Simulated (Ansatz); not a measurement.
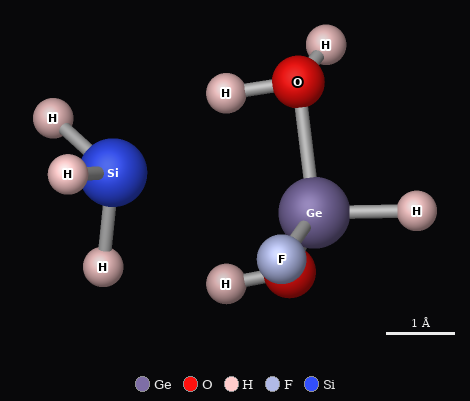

Figure 1. The input geometry (ball-and-stick view, seen at a tilt). Sticks mark near contacts.

**GeSiH7O2F: molecular dynamics (part 1 of 3)**

GeSiH7O2F, computed with RKS BHLYP/def2-SVP (Ansatz 0.2.0).

It belongs to a series of runs on one base structure; here: dynamics from the highest image of the converged band.

**What the program printed**
```
Engine: ansatz 0.2.0, x86_64-unknown-linux-gnu
Functional definition: BHLYP
  parameter a = 0.5
  exchange = (1 - a)*b88_x + a*exact_x
  correlation = lyp_c
1315 factors; integrals over basis functions are off by at most 2.7e-4 eV
mean field evaluation 1: about -71295.1082 eV, gradient 6.0e1 eV
mean field evaluation 2: about -71292.3761 eV, gradient 7.4e1 eV
mean field evaluation 4: about -71301.2094 eV, gradient 2.2e0 eV
mean field evaluation 8: about -71301.2512 eV, gradient 9.0e-2 eV
mean field evaluation 16: about -71301.2512 eV, gradient 7.5e-5 eV
mean field -71301.25119273 eV, -2620.2726516090 hartree, gradient 7.5e-5 eV, S^2 0.000000; 0 other end points of the search recorded, 0 dependent functions left out
the calculation of the forces begins
reference -71301.25137949 eV, -2620.2726584722 hartree; 39, 39 occupied and 88, 88 virtual orbitals, 1315 factors
md step     0: t =     0.00 fs  T =   300.0 K  F+E_penalty+E_count = -71301.25119273 eV  E_kin = 0.387780 eV  conserved = -71300.86341274 eV  (28 SCF iters)
these checks for a lower state are left out or cut short: starts, cluster_reference, orbital_swaps, neighbouring_geometries, increment
1315 factors; integrals over basis functions are off by at most 2.7e-4 eV
mean field -71301.24853537 eV, -2620.2725539526 hartree, gradient 1.5e-5 eV, S^2 0.000000; 0 other end points of the search recorded, 0 dependent functions left out
the calculation of the forces begins
reference -71301.24872207 eV, -2620.2725608137 hartree; 39, 39 occupied and 88, 88 virtual orbitals, 1315 factors
md step     1: t =     0.50 fs  T =   298.0 K  F+E_penalty+E_count = -71301.24853537 eV  E_kin = 0.385157 eV  conserved = -71300.86337857 eV  (33 SCF iters)
[... from here on the SCF iterations and repeated set-up lines of each step are left out, up to the last step ...]
md step     2: t =     1.00 fs  T =   292.3 K  F+E_penalty+E_count = -71301.24114440 eV  E_kin = 0.377858 eV  conserved = -71300.86328668 eV  (34 SCF iters)
md step     3: t =     1.50 fs  T =   284.1 K  F+E_penalty+E_count = -71301.23046553 eV  E_kin = 0.367291 eV  conserved = -71300.86317468 eV  (34 SCF iters)
md step     4: t =     2.00 fs  T =   274.8 K  F+E_penalty+E_count = -71301.21825304 eV  E_kin = 0.355168 eV  conserved = -71300.86308551 eV  (33 SCF iters)
md step     5: t =     2.50 fs  T =   265.2 K  F+E_penalty+E_count = -71301.20590496 eV  E_kin = 0.342858 eV  conserved = -71300.86304707 eV  (34 SCF iters)
md step     6: t =     3.00 fs  T =   256.0 K  F+E_penalty+E_count = -71301.19402444 eV  E_kin = 0.330962 eV  conserved = -71300.86306255 eV  (33 SCF iters)
md step     7: t =     3.50 fs  T =   247.0 K  F+E_penalty+E_count = -71301.18237203 eV  E_kin = 0.319262 eV  conserved = -71300.86311001 eV  (33 SCF iters)
md step     8: t =     4.00 fs  T =   237.5 K  F+E_penalty+E_count = -71301.17020895 eV  E_kin = 0.307056 eV  conserved = -71300.86315313 eV  (33 SCF iters)
md step     9: t =     4.50 fs  T =   227.2 K  F+E_penalty+E_count = -71301.15686584 eV  E_kin = 0.293708 eV  conserved = -71300.86315792 eV  (34 SCF iters)
md step    10: t =     5.00 fs  T =   216.0 K  F+E_penalty+E_count = -71301.14227031 eV  E_kin = 0.279160 eV  conserved = -71300.86311067 eV  (34 SCF iters)
md step    11: t =     5.50 fs  T =   204.3 K  F+E_penalty+E_count = -71301.12715521 eV  E_kin = 0.264127 eV  conserved = -71300.86302800 eV  (34 SCF iters)
md step    12: t =     6.00 fs  T =   193.3 K  F+E_penalty+E_count = -71301.11279405 eV  E_kin = 0.249843 eV  conserved = -71300.86295142 eV  (25 SCF iters)
md step    13: t =     6.50 fs  T =   183.7 K  F+E_penalty+E_count = -71301.10036253 eV  E_kin = 0.237439 eV  conserved = -71300.86292328 eV  (25 SCF iters)
md step    14: t =     7.00 fs  T =   175.9 K  F+E_penalty+E_count = -71301.09029541 eV  E_kin = 0.227337 eV  conserved = -71300.86295797 eV  (25 SCF iters)
md step    15: t =     7.50 fs  T =   169.5 K  F+E_penalty+E_count = -71301.08206806 eV  E_kin = 0.219038 eV  conserved = -71300.86303036 eV  (26 SCF iters)
md step    16: t =     8.00 fs  T =   163.6 K  F+E_penalty+E_count = -71301.07457322 eV  E_kin = 0.211479 eV  conserved = -71300.86309377 eV  (25 SCF iters)
md step    17: t =     8.50 fs  T =   157.6 K  F+E_penalty+E_count = -71301.06684770 eV  E_kin = 0.203742 eV  conserved = -71300.86310572 eV  (34 SCF iters)
md step    18: t =     9.00 fs  T =   151.4 K  F+E_penalty+E_count = -71301.05871059 eV  E_kin = 0.195656 eV  conserved = -71300.86305507 eV  (29 SCF iters)
md step    19: t =     9.50 fs  T =   145.4 K  F+E_penalty+E_count = -71301.05094926 eV  E_kin = 0.187987 eV  conserved = -71300.86296234 eV  (26 SCF iters)
md step    20: t =    10.00 fs  T =   140.9 K  F+E_penalty+E_count = -71301.04500599 eV  E_kin = 0.182138 eV  conserved = -71300.86286787 eV  (26 SCF iters)
md step    21: t =    10.50 fs  T =   138.9 K  F+E_penalty+E_count = -71301.04235224 eV  E_kin = 0.179540 eV  conserved = -71300.86281232 eV  (26 SCF iters)
md step    22: t =    11.00 fs  T =   140.1 K  F+E_penalty+E_count = -71301.04385239 eV  E_kin = 0.181033 eV  conserved = -71300.86281941 eV  (26 SCF iters)
md step    23: t =    11.50 fs  T =   144.3 K  F+E_penalty+E_count = -71301.04939145 eV  E_kin = 0.186505 eV  conserved = -71300.86288615 eV  (27 SCF iters)
md step    24: t =    12.00 fs  T =   150.8 K  F+E_penalty+E_count = -71301.05792196 eV  E_kin = 0.194938 eV  conserved = -71300.86298385 eV  (34 SCF iters)
md step    25: t =    12.50 fs  T =   158.5 K  F+E_penalty+E_count = -71301.06791091 eV  E_kin = 0.204840 eV  conserved = -71300.86307092 eV  (33 SCF iters)
md step    26: t =    13.00 fs  T =   166.2 K  F+E_penalty+E_count = -71301.07798815 eV  E_kin = 0.214876 eV  conserved = -71300.86311202 eV  (33 SCF iters)
md step    27: t =    13.50 fs  T =   173.6 K  F+E_penalty+E_count = -71301.08748935 eV  E_kin = 0.224392 eV  conserved = -71300.86309746 eV  (33 SCF iters)
md step    28: t =    14.00 fs  T =   180.7 K  F+E_penalty+E_count = -71301.09660443 eV  E_kin = 0.233555 eV  conserved = -71300.86304924 eV  (34 SCF iters)
md step    29: t =    14.50 fs  T =   188.0 K  F+E_penalty+E_count = -71301.10603764 eV  E_kin = 0.243029 eV  conserved = -71300.86300836 eV  (34 SCF iters)
md step    30: t =    15.00 fs  T =   196.0 K  F+E_penalty+E_count = -71301.11638190 eV  E_kin = 0.253373 eV  conserved = -71300.86300911 eV  (33 SCF iters)
md step    31: t =    15.50 fs  T =   204.7 K  F+E_penalty+E_count = -71301.12761731 eV  E_kin = 0.264565 eV  conserved = -71300.86305217 eV  (34 SCF iters)
md step    32: t =    16.00 fs  T =   213.5 K  F+E_penalty+E_count = -71301.13909738 eV  E_kin = 0.275992 eV  conserved = -71300.86310517 eV  (33 SCF iters)
md step    33: t =    16.50 fs  T =   222.0 K  F+E_penalty+E_count = -71301.15003880 eV  E_kin = 0.286917 eV  conserved = -71300.86312164 eV  (34 SCF iters)
md step    34: t =    17.00 fs  T =   229.9 K  F+E_penalty+E_count = -71301.16021718 eV  E_kin = 0.297148 eV  conserved = -71300.86306953 eV  (33 SCF iters)
md step    35: t =    17.50 fs  T =   237.9 K  F+E_penalty+E_count = -71301.17047380 eV  E_kin = 0.307532 eV  conserved = -71300.86294149 eV  (33 SCF iters)
md step    36: t =    18.00 fs  T =   247.6 K  F+E_penalty+E_count = -71301.18283402 eV  E_kin = 0.320080 eV  conserved = -71300.86275425 eV  (34 SCF iters)
md step    37: t =    18.50 fs  T =   261.3 K  F+E_penalty+E_count = -71301.20025773 eV  E_kin = 0.337722 eV  conserved = -71300.86253555 eV  (28 SCF iters)
md step    38: t =    19.00 fs  T =   281.5 K  F+E_penalty+E_count = -71301.22620764 eV  E_kin = 0.363895 eV  conserved = -71300.86231250 eV  (34 SCF iters)
md step    39: t =    19.50 fs  T =   311.1 K  F+E_penalty+E_count = -71301.26424253 eV  E_kin = 0.402141 eV  conserved = -71300.86210167 eV  (33 SCF iters)
md step    40: t =    20.00 fs  T =   352.7 K  F+E_penalty+E_count = -71301.31779153 eV  E_kin = 0.455882 eV  conserved = -71300.86190990 eV  (34 SCF iters)
md step    41: t =    20.50 fs  T =   408.8 K  F+E_penalty+E_count = -71301.39011286 eV  E_kin = 0.528365 eV  conserved = -71300.86174797 eV  (32 SCF iters)
md step    42: t =    21.00 fs  T =   481.6 K  F+E_penalty+E_count = -71301.48421904 eV  E_kin = 0.622558 eV  conserved = -71300.86166123 eV  (32 SCF iters)
md step    43: t =    21.50 fs  T =   572.9 K  F+E_penalty+E_count = -71301.60230957 eV  E_kin = 0.740539 eV  conserved = -71300.86177015 eV  (33 SCF iters)
md step    44: t =    22.00 fs  T =   682.2 K  F+E_penalty+E_count = -71301.74413062 eV  E_kin = 0.881838 eV  conserved = -71300.86229306 eV  (32 SCF iters)
md step    45: t =    22.50 fs  T =   804.9 K  F+E_penalty+E_count = -71301.90390698 eV  E_kin = 1.040383 eV  conserved = -71300.86352405 eV  (32 SCF iters)
md step    46: t =    23.00 fs  T =   928.7 K  F+E_penalty+E_count = -71302.06622347 eV  E_kin = 1.200491 eV  conserved = -71300.86573289 eV  (32 SCF iters)
md step    47: t =    23.50 fs  T =  1031.7 K  F+E_penalty+E_count = -71302.20252740 eV  E_kin = 1.333593 eV  conserved = -71300.86893466 eV  (32 SCF iters)
md step    48: t =    24.00 fs  T =  1082.5 K  F+E_penalty+E_count = -71302.27180997 eV  E_kin = 1.399290 eV  conserved = -71300.87252011 eV  (31 SCF iters)
md step    49: t =    24.50 fs  T =  1049.2 K  F+E_penalty+E_count = -71302.23102896 eV  E_kin = 1.356190 eV  conserved = -71300.87483872 eV  (33 SCF iters)
md step    50: t =    25.00 fs  T =   918.3 K  F+E_penalty+E_count = -71302.06037677 eV  E_kin = 1.186988 eV  conserved = -71300.87338855 eV  (33 SCF iters)
md step    51: t =    25.50 fs  T =   720.9 K  F+E_penalty+E_count = -71301.79847295 eV  E_kin = 0.931811 eV  conserved = -71300.86666161 eV  (33 SCF iters)
md step    52: t =    26.00 fs  T =   542.6 K  F+E_penalty+E_count = -71301.55875249 eV  E_kin = 0.701334 eV  conserved = -71300.85741845 eV  (31 SCF iters)
md step    53: t =    26.50 fs  T =   487.7 K  F+E_penalty+E_count = -71301.48330378 eV  E_kin = 0.630460 eV  conserved = -71300.85284332 eV  (32 SCF iters)
md step    54: t =    27.00 fs  T =   605.4 K  F+E_penalty+E_count = -71301.63985431 eV  E_kin = 0.782499 eV  conserved = -71300.85735510 eV  (32 SCF iters)
md step    55: t =    27.50 fs  T =   846.8 K  F+E_penalty+E_count = -71301.96143557 eV  E_kin = 1.094632 eV  conserved = -71300.86680380 eV  (28 SCF iters)
md step    56: t =    28.00 fs  T =  1105.6 K  F+E_penalty+E_count = -71302.30309510 eV  E_kin = 1.429086 eV  conserved = -71300.87400873 eV  (31 SCF iters)
md step    57: t =    28.50 fs  T =  1291.0 K  F+E_penalty+E_count = -71302.54482577 eV  E_kin = 1.668777 eV  conserved = -71300.87604912 eV  (31 SCF iters)
md step    58: t =    29.00 fs  T =  1366.2 K  F+E_penalty+E_count = -71302.64021875 eV  E_kin = 1.765969 eV  conserved = -71300.87424945 eV  (31 SCF iters)
md step    59: t =    29.50 fs  T =  1340.0 K  F+E_penalty+E_count = -71302.60303366 eV  E_kin = 1.732074 eV  conserved = -71300.87095983 eV  (32 SCF iters)
md step    60: t =    30.00 fs  T =  1243.0 K  F+E_penalty+E_count = -71302.47441221 eV  E_kin = 1.606692 eV  conserved = -71300.86772050 eV  (31 SCF iters)
md step    61: t =    30.50 fs  T =  1109.3 K  F+E_penalty+E_count = -71302.29905255 eV  E_kin = 1.433929 eV  conserved = -71300.86512381 eV  (31 SCF iters)
md step    62: t =    31.00 fs  T =   968.1 K  F+E_penalty+E_count = -71302.11464175 eV  E_kin = 1.251387 eV  conserved = -71300.86325525 eV  (32 SCF iters)
md step    63: t =    31.50 fs  T =   841.1 K  F+E_penalty+E_count = -71301.94924819 eV  E_kin = 1.087225 eV  conserved = -71300.86202286 eV  (32 SCF iters)
md step    64: t =    32.00 fs  T =   743.1 K  F+E_penalty+E_count = -71301.82188634 eV  E_kin = 0.960587 eV  conserved = -71300.86129912 eV  (32 SCF iters)
md step    65: t =    32.50 fs  T =   683.1 K  F+E_penalty+E_count = -71301.74399136 eV  E_kin = 0.883031 eV  conserved = -71300.86096074 eV  (32 SCF iters)
md step    66: t =    33.00 fs  T =   665.5 K  F+E_penalty+E_count = -71301.72107069 eV  E_kin = 0.860171 eV  conserved = -71300.86089994 eV  (33 SCF iters)
md step    67: t =    33.50 fs  T =   691.0 K  F+E_penalty+E_count = -71301.75421594 eV  E_kin = 0.893164 eV  conserved = -71300.86105157 eV  (32 SCF iters)
md step    68: t =    34.00 fs  T =   757.9 K  F+E_penalty+E_count = -71301.84107419 eV  E_kin = 0.979664 eV  conserved = -71300.86141014 eV  (32 SCF iters)
md step    69: t =    34.50 fs  T =   861.8 K  F+E_penalty+E_count = -71301.97597441 eV  E_kin = 1.113944 eV  conserved = -71300.86203051 eV  (32 SCF iters)
md step    70: t =    35.00 fs  T =   995.0 K  F+E_penalty+E_count = -71302.14918608 eV  E_kin = 1.286179 eV  conserved = -71300.86300735 eV  (32 SCF iters)
md step    71: t =    35.50 fs  T =  1145.9 K  F+E_penalty+E_count = -71302.34561424 eV  E_kin = 1.481171 eV  conserved = -71300.86444368 eV  (32 SCF iters)
md step    72: t =    36.00 fs  T =  1297.4 K  F+E_penalty+E_count = -71302.54345014 eV  E_kin = 1.677044 eV  conserved = -71300.86640594 eV  (31 SCF iters)
md step    73: t =    36.50 fs  T =  1427.2 K  F+E_penalty+E_count = -71302.71357575 eV  E_kin = 1.844735 eV  conserved = -71300.86884076 eV  (27 SCF iters)
md step    74: t =    37.00 fs  T =  1508.4 K  F+E_penalty+E_count = -71302.82110562 eV  E_kin = 1.949701 eV  conserved = -71300.87140443 eV  (31 SCF iters)
md step    75: t =    37.50 fs  T =  1515.1 K  F+E_penalty+E_count = -71302.83157802 eV  E_kin = 1.958359 eV  conserved = -71300.87321859 eV  (31 SCF iters)
md step    76: t =    38.00 fs  T =  1432.8 K  F+E_penalty+E_count = -71302.72483797 eV  E_kin = 1.851988 eV  conserved = -71300.87284970 eV  (31 SCF iters)
md step    77: t =    38.50 fs  T =  1274.0 K  F+E_penalty+E_count = -71302.51585268 eV  E_kin = 1.646821 eV  conserved = -71300.86903181 eV  (31 SCF iters)
md step    78: t =    39.00 fs  T =  1089.5 K  F+E_penalty+E_count = -71302.27066757 eV  E_kin = 1.408287 eV  conserved = -71300.86238079 eV  (31 SCF iters)
md step    79: t =    39.50 fs  T =   957.0 K  F+E_penalty+E_count = -71302.09353175 eV  E_kin = 1.237012 eV  conserved = -71300.85651951 eV  (31 SCF iters)
md step    80: t =    40.00 fs  T =   941.5 K  F+E_penalty+E_count = -71302.07270492 eV  E_kin = 1.216946 eV  conserved = -71300.85575879 eV  (32 SCF iters)
md step    81: t =    40.50 fs  T =  1051.6 K  F+E_penalty+E_count = -71302.21977366 eV  E_kin = 1.359260 eV  conserved = -71300.86051390 eV  (32 SCF iters)
md step    82: t =    41.00 fs  T =  1235.3 K  F+E_penalty+E_count = -71302.46362089 eV  E_kin = 1.596754 eV  conserved = -71300.86686709 eV  (31 SCF iters)
md step    83: t =    41.50 fs  T =  1418.8 K  F+E_penalty+E_count = -71302.70491931 eV  E_kin = 1.833971 eV  conserved = -71300.87094794 eV  (31 SCF iters)
md step    84: t =    42.00 fs  T =  1548.4 K  F+E_penalty+E_count = -71302.87328787 eV  E_kin = 2.001525 eV  conserved = -71300.87176252 eV  (31 SCF iters)
md step    85: t =    42.50 fs  T =  1605.5 K  F+E_penalty+E_count = -71302.94570155 eV  E_kin = 2.075304 eV  conserved = -71300.87039785 eV  (31 SCF iters)
md step    86: t =    43.00 fs  T =  1597.9 K  F+E_penalty+E_count = -71302.93366562 eV  E_kin = 2.065394 eV  conserved = -71300.86827152 eV  (31 SCF iters)
md step    87: t =    43.50 fs  T =  1544.9 K  F+E_penalty+E_count = -71302.86316586 eV  E_kin = 1.996893 eV  conserved = -71300.86627302 eV  (31 SCF iters)
md step    88: t =    44.00 fs  T =  1466.9 K  F+E_penalty+E_count = -71302.76088515 eV  E_kin = 1.896146 eV  conserved = -71300.86473873 eV  (31 SCF iters)
md step    89: t =    44.50 fs  T =  1380.6 K  F+E_penalty+E_count = -71302.64823902 eV  E_kin = 1.784549 eV  conserved = -71300.86368979 eV  (31 SCF iters)
md step    90: t =    45.00 fs  T =  1297.6 K  F+E_penalty+E_count = -71302.54029617 eV  E_kin = 1.677273 eV  conserved = -71300.86302334 eV  (32 SCF iters)
md step    91: t =    45.50 fs  T =  1225.6 K  F+E_penalty+E_count = -71302.44685970 eV  E_kin = 1.584252 eV  conserved = -71300.86260804 eV  (27 SCF iters)
md step    92: t =    46.00 fs  T =  1169.6 K  F+E_penalty+E_count = -71302.37419190 eV  E_kin = 1.511864 eV  conserved = -71300.86232814 eV  (32 SCF iters)
md step    93: t =    46.50 fs  T =  1133.0 K  F+E_penalty+E_count = -71302.32662032 eV  E_kin = 1.464511 eV  conserved = -71300.86210901 eV  (32 SCF iters)
md step    94: t =    47.00 fs  T =  1118.4 K  F+E_penalty+E_count = -71302.30757816 eV  E_kin = 1.445647 eV  conserved = -71300.86193164 eV  (32 SCF iters)
md step    95: t =    47.50 fs  T =  1128.0 K  F+E_penalty+E_count = -71302.31985011 eV  E_kin = 1.458028 eV  conserved = -71300.86182233 eV  (32 SCF iters)
md step    96: t =    48.00 fs  T =  1163.0 K  F+E_penalty+E_count = -71302.36513510 eV  E_kin = 1.503307 eV  conserved = -71300.86182763 eV  (32 SCF iters)
md step    97: t =    48.50 fs  T =  1223.4 K  F+E_penalty+E_count = -71302.44334240 eV  E_kin = 1.581363 eV  conserved = -71300.86197929 eV  (32 SCF iters)
```
